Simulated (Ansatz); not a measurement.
**quartet BH2SO at 5 levels**

Wanted: a comparison of 5 runs (UHF/3-21G, UB2PLYP/aug-cc-pVDZ, UBLYP/aug-cc-pVDZ, UPBE0/aug-cc-pVDZ, UCCSD/aug-cc-pVDZ) of quartet BH2SO. 

The calculation is run with Ansatz 0.2.0.

52 further runs of the same task are left out: 52 set aside as unsound or not needed. Runs told in other sessions of the task aren't counted.

### 1 The system as given

BH2SO has 5 atoms, charge 0, and is taken as a quartet. SMILES of the parent species: `O[B]S`. Geometry: relaxed at PBE0-D4/def2-TZVP. This is one conformer, not always the lowest. That shape belongs to the parent species and isn't relaxed for this state.

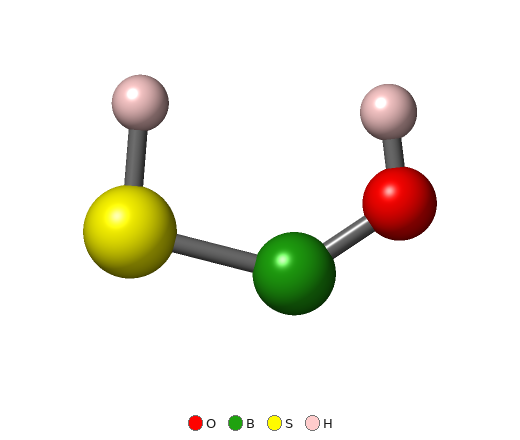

Viewed from a chosen angle; oxygen red, boron green, sulfur yellow, hydrogen pink.

### 2 The energy at UHF/3-21G (run 1)

File run.yaml:

```yaml
crystal:
  periodic: [false, false, false]
  atoms:
    - {symbol: O, position_ang: [-1.294700, -0.054700, -0.435600]}
    - {symbol: B, position_ang: [-0.454300, 0.825600, 0.109700]}
    - {symbol: S, position_ang: [1.253800, 0.694200, 0.611100]}
    - {symbol: H, position_ang: [-0.947100, -0.940000, -0.604700]}
    - {symbol: H, position_ang: [1.492100, -0.598600, 0.278200]}
basis:
  gaussian:
    orbitals: 3-21G.json
total_charge: 0
magnetization:
  spin_polarized: true
  initial_magnetization: 3
hamiltonian:
  xc: hf
accuracy: high
output:
  orbitals: {seedname: orbitals}
```

The basis set 3-21G is read from a file made from the Basis Set Exchange's data (not shown).

Run with:

```bash
$ ansatz run run.yaml --threads 1 --pin off --max-ram 2610MiB --events-out events.jsonl --progress --plain --runs-dir runs
```

The program printed:

```text
Warning: RAYON_NUM_THREADS=1 ignored (pool sized by the plan → 1); use --threads N
Functional definition: HF
  name "HF"
  exchange = exact_x
  correlation = 0
742 factors; integrals over basis functions are off by at most 3.0e-9 eV
mean field evaluation 1: about -13479.2279 eV, gradient 2.3e1 eV
mean field evaluation 2: about -13479.5511 eV, gradient 2.3e1 eV
mean field evaluation 4: about -13482.7853 eV, gradient 3.3e0 eV
mean field evaluation 8: about -13482.9561 eV, gradient 2.9e-1 eV
mean field evaluation 16: about -13482.9586 eV, gradient 2.7e-5 eV
mean field evaluation 32: about -13480.9981 eV, gradient 1.5e0 eV
mean field evaluation 64: about -13481.1547 eV, gradient 8.0e-1 eV
mean field evaluation 96: about -13482.5318 eV, gradient 3.6e-3 eV
mean field evaluation 128: about -13481.9465 eV, gradient 2.2e-2 eV
mean field -13482.95857477 eV, -495.4895885454 hartree, gradient 5.9e-8 eV, S^2 3.757586; 2 other end points of the search recorded, 0 dependent functions left out
reference -13482.95857477 eV, -495.4895885454 hartree; 17, 14 occupied and 18, 21 virtual orbitals, 742 factors
Total energy: -13482.95857477 eV, -495.4895885454 hartree
```

Wall time 0.62 s (1 thread of Arm Neoverse V2, shared host).

### 3 The energy at UB2PLYP/aug-cc-pVDZ (run 2)

File run.yaml:

```yaml
basis:
  gaussian: {orbitals: aug-cc-pVDZ}
crystal:
  periodic: [false, false, false]
  atoms:
    - symbol: O
      position_ang: [-1.294700, -0.054700, -0.435600]
    - symbol: B
      position_ang: [-0.454300, 0.825600, 0.109700]
    - symbol: S
      position_ang: [1.253800, 0.694200, 0.611100]
    - symbol: H
      position_ang: [-0.947100, -0.940000, -0.604700]
    - symbol: H
      position_ang: [1.492100, -0.598600, 0.278200]
output: {orbitals: {seedname: orbitals}}
hamiltonian: {xc: {name: B2PLYP}}
magnetization: {spin_polarized: true, initial_magnetization: 3}
accuracy: high
correlation: {frozen_orbitals: {B: 1, H: 0, O: 1, S: 5}}
```

Run with:

```bash
$ ansatz run run.yaml --threads 1 --pin off --max-ram 2610MiB --events-out events.jsonl --progress --plain --runs-dir runs
```

The program printed (excerpt; [...] marks lines left out):

```text
Warning: RAYON_NUM_THREADS=1 ignored (pool sized by the plan → 1); use --threads N
Functional definition: B2PLYP
  name "B2PLYP"
[...]
1789 factors; integrals over basis functions are off by at most 3.5e-9 eV
[...]
mean field -13576.16534154 eV, -498.9148740464 hartree, gradient 5.0e-8 eV, S^2 3.761196; 6 other end points of the search recorded, 0 dependent functions left out
7 core orbitals not correlated: weight in the atoms' cores, before any rotation towards them, 1.000 or more for the frozen orbitals, at most 0.000 for the correlated occupied ones
reference -13576.16536280 eV, -498.9148748275 hartree; 10, 7 occupied and 74, 77 virtual orbitals, 1789 factors
second order -12.85770365 eV of doubles, -0.00000000 eV of singles
Total energy: -13579.63694278 eV, -499.0424530388 hartree
```

Wall time 18 s (1 thread of Arm Neoverse V2, shared host); peak memory 0.46 GiB.

Runs 3 to 4 aren't shown in full; the table further down has their settings and results.

### 4 A single-point energy at UCCSD/aug-cc-pVDZ (run 5)

File job.yaml:

```yaml
basis:
  gaussian: {orbitals: aug-cc-pVDZ}
crystal:
  periodic: [false, false, false]
  atoms:
    - {symbol: O, position_ang: [-1.294700, -0.054700, -0.435600]}
    - {symbol: B, position_ang: [-0.454300, 0.825600, 0.109700]}
    - {symbol: S, position_ang: [1.253800, 0.694200, 0.611100]}
    - {symbol: H, position_ang: [-0.947100, -0.940000, -0.604700]}
    - {symbol: H, position_ang: [1.492100, -0.598600, 0.278200]}
magnetization: {spin_polarized: true, initial_magnetization: 3}
correlation: {method: ccsd, frozen_orbitals: {B: 1, H: 0, O: 1, S: 5}}
accuracy: high
scf: {omitted_lower_state_checks: [cluster_reference, increment]}
```

Run with:

```bash
$ ansatz run job.yaml --threads 1 --pin off --max-ram 2610MiB --events-out events.jsonl --progress --plain --runs-dir runs
```

The program printed:

```text
Warning: RAYON_NUM_THREADS=1 ignored (pool sized by the plan → 1); use --threads N
[... 15 lines left out ...]
7 core orbitals not correlated: weight in the atoms' cores, before any rotation towards them, 1.000 or more for the frozen orbitals, at most 0.000 for the correlated occupied ones
[... 37 lines left out ...]
Total energy: -13564.71404619 eV, -498.4940467041 hartree
Checks for a lower state left out: cluster_reference, increment
```

It took 42 s on 1 thread of Arm Neoverse V2, shared host; peak memory 1 GiB.

### 5 The series

```tsv
run	level	frozen core orbitals	energy (Eh)	HOMO energy (eV)	⟨S²⟩	wall time
1	UHF/3-21G	–	-495.489589	-4.74	3.758	0.62 s
2	UB2PLYP/aug-cc-pVDZ	7	-499.042453	-3.45	3.761	18 s
3	UBLYP/aug-cc-pVDZ	–	-499.251978	-1.69	3.754	22 s
4	UPBE0/aug-cc-pVDZ	–	-499.025592	-2.62	3.758	20 s
5	UCCSD/aug-cc-pVDZ	7	-498.494047	–	3.770	42 s
```

### 6 Summary of results

| quantity | value |
| --- | --- |
| run 5: total energy | -498.49405 Eh |
| run 5: correlation energy (7 core orbitals frozen) | -411.1 mEh |
| run 5: ⟨S²⟩ of the reference determinant | 3.770 |
| run 5: T1 diagnostic | 0.023 |

Totals of different functionals can't be ranked against each other. All runs together took 1.7 min, the longest 42 s.
